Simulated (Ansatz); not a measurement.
# ClGaH: the cost of one run

The runs use Ansatz 0.2.0; UKS PBE0-D4/def2-TZVP.

## (1) Where the work starts

SMILES `[Cl][GaH]`, 3 atoms, charge 0, spin multiplicity 2.

Atoms are counted from 1 here; the program's logs count them from 0.

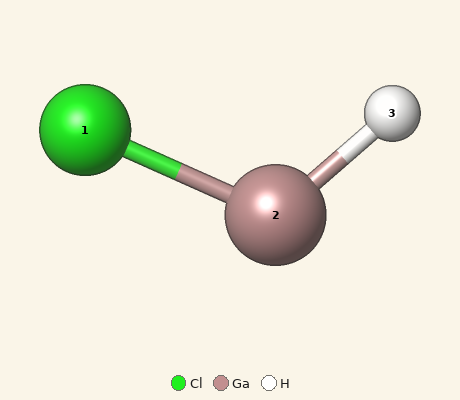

As it starts; chlorine green, gallium pink, hydrogen white; atoms are numbered from 1 in the order of the file.

Geometry (Å):

```xyz
3

Cl    1.54790   -0.19003    0.81511
Ga   -0.33627   -0.59760   -0.23689
H    -1.22253    0.72283   -0.59152
```

## (3) Plan of the scan

The axes are (1) bond length Ga2–H3: 15 values from 1.315 to 2.405 Å; (2) angle H3–Ga2–Cl1: 15 values from 90.5 to 140.5 °.

Nothing else is relaxed (all other coordinates rigid). Energies count from the relaxed molecule at the same level.

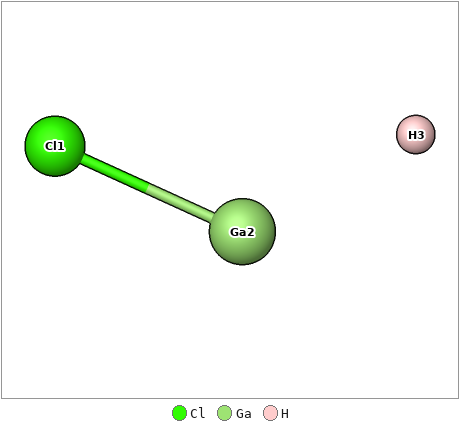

The geometry at bond length Ga2–H3 = 2.094 Å, angle H3–Ga2–Cl1 = 126.2°.

(The set-up runs are not shown.)

## (4) Point bond length Ga2–H3 = 2.094 Å, angle H3–Ga2–Cl1 = 126.2°

The input, input.yaml:

```yaml
crystal:
  periodic: [false, false, false]
  atoms:
    - { symbol: Cl, position_ang: [1.530973, -0.191319, 0.805881] }
    - { symbol: Ga, position_ang: [-0.331183, -0.583463, -0.232839] }
    - { symbol: H, position_ang: [-1.727538, 0.84905, -0.851658] }
magnetization:
  spin_polarized: true
  initial_magnetization: 1
basis:
  gaussian: { orbitals: def2-TZVP }
hamiltonian:
  xc: pbe0
  dispersion: d4
output:
  forces: true
```

Started as:

```console
ansatz run input.yaml --threads 1 --pin off --max-ram 2560MiB --backend cpu --events-out ev --progress --plain --runs-dir out
```

**Question.** How long does this run take on 1 thread of Arm Neoverse N1, shared host, and how much memory does it need?

About 7.5 s, with a peak of 0.17 GiB.
